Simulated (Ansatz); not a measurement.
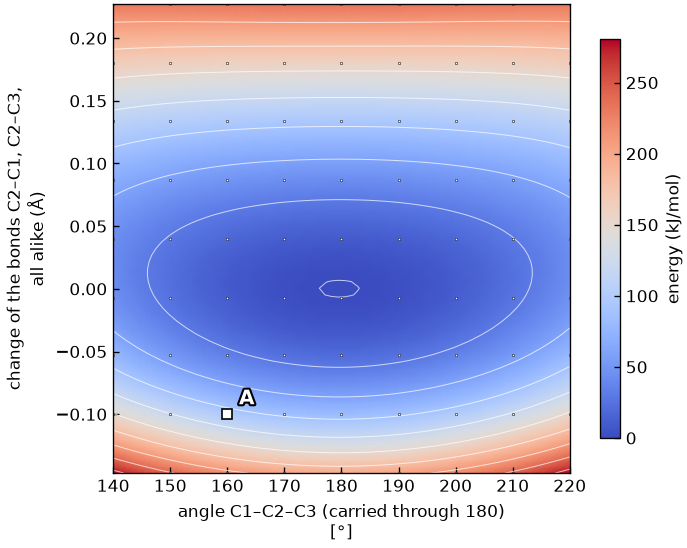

C₃H₆OSi, SMILES CC#CO[SiH3]. The first coordinate is: angle C1–C2–C3 (carried through 180); the second: change of the bonds C2–C1, C2–C3, all alike. Nothing is relaxed (all other coordinates rigid). Grid: 9 × 9 points. Points are written as (first, second). Energies are in kJ/mol, from the lowest grid point. All numbers below come from Ansatz 0.2.0, RKS r2SCAN-D4/def2-SVP.

In the figure: a smooth colour map with a few white contour lines, dots at the grid points, the point A. Between grid points the surface is interpolated.

> Is A at rest? If not, where is it pushed?

A, at (160°, −0.100 Å), is not a stationary point. The computed force is 1.7 kJ/mol for each degree towards larger values of the first coordinate and 1900 kJ/mol for each Å towards larger values of the second coordinate.
